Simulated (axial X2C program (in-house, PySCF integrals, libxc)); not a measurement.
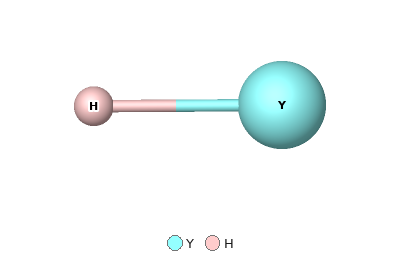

Fig. 1: The molecule at the reference distance of 1.984 Å.

## Relativistic diatomic calculation, with input and output: YH⁻

System: YH⁻, single determinant with M_S = 1/2 and |Λ| = 1.
Method: PBE50, spin-free X2C-1e, Y dyall-acv3z, H dyall-av3z (cores contracted) (axial X2C program (in-house, PySCF integrals, libxc)).

### The input
```
{"zs": [39, 1], "q": -1, "bas": ["dyall-acv3z", "dyall-av3z"], "levels": ["PBE0", "HF", "PBE50"], "cc": true, "r0": 1.95, "thr": -2.0, "nmax": 90, "npts": 10, "nst": 2, "ntry": 6}
```

The line is the task of a batch: nuclear charges, charge, bases, the levels to run, a first guess of the distance and further settings. This report covers PBE50 without spin-orbit coupling. The log is that of the reference distance 1.984 Å.

Hardware: 1 thread of Arm Neoverse V2, 24 GiB of memory available, shared host.

The run was one of a batch that the task file lists, launched with:
```bash
python <driver script> task.json out
```

### Output
```
spin-free X2C-1e  PBE50
basis functions 196  fitting functions 907  grid points 5069
iter        total energy     max residual
   1      -3385.322846193     1.28e-01
   2      -3385.325217531     3.20e-03
   3      -3385.325520193     1.48e-02
   4      -3385.325769728     8.92e-03
   5      -3385.325942379     2.37e-03
   6      -3385.325969306     1.65e-03
   7      -3385.325977309     3.16e-04
   8      -3385.325978039     1.05e-04
   9      -3385.325978381     1.67e-04
  10      -3385.325978643     6.53e-05
  11      -3385.325978981     5.14e-05
  12      -3385.325979204     8.39e-05
  13      -3385.325979273     3.69e-05
  14      -3385.325979282     4.42e-06
converged
one-electron -4702.61755549  Coulomb 1417.52472868  exact exchange -54.41767849  xc functional -56.21764698  nuclear repulsion 10.40217300
```

### The points of the curve

```csv
R (Å),E (hartree),"dipole (D; origin at the first atom, positive when the second is positive)",highest filled (eV),lowest empty (eV)
1.865,−3385.324371,2.41,0.40,1.57
1.925,−3385.325659,2.40,0.38,1.59
1.984,−3385.325979,2.32,0.36,1.62
2.053,−3385.325409,2.12,0.33,1.64
2.123,−3385.324074,1.80,0.28,1.67
```

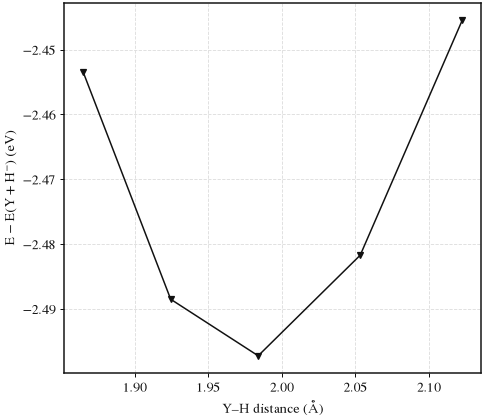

Fig. 2: Energy at 5 bond lengths, for one set of occupations held fixed; the line joins the points. A polynomial of degree 3 through 5 points gives rₑ = 1.977 Å, ωₑ = 1274 cm⁻¹ and Bₑ = 4.328 cm⁻¹. The minimum lies 2.50 eV below Y + H⁻, each computed as one determinant at the same level.

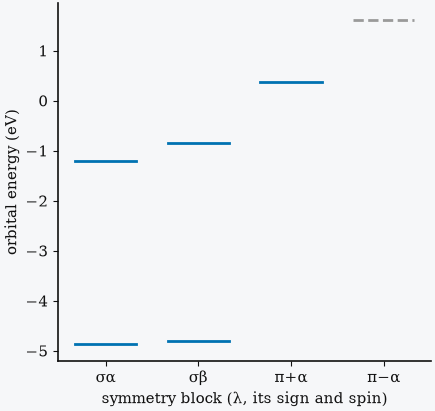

Fig. 3: Orbital energies near the frontier at 1.98 Å, filled (solid) and empty (dashed); a label such as π−α means λ = −1 and α spin. The highest filled orbital (π+α; 61 % Y p, 38 % Y d) lies at 0.36 eV, the lowest empty one (π−α; 100 % Y p) at 1.62 eV. A filled level above zero is held only by the finite basis .

### Summary

```tsv
quantity	value
outcome	converged; a filled level lies above zero
bond length rₑ	1.977 Å
ωₑ	1274 cm⁻¹
energy at the minimum	−3385.32598 hartree
depth below the fragments	2.50 eV
largest ⟨S²⟩ along the curve	0.81
wall time	6.5 s
peak memory	0.82 GiB
```

### Remarks

The highest filled level (PBE50, up to 0.40 eV) lies above zero. That is common for anions, where the functional's self-interaction leaves the outer electrons unbound; only the finite basis holds them, so such levels depend on it. Limits: 5 of the 10 points asked for were kept.
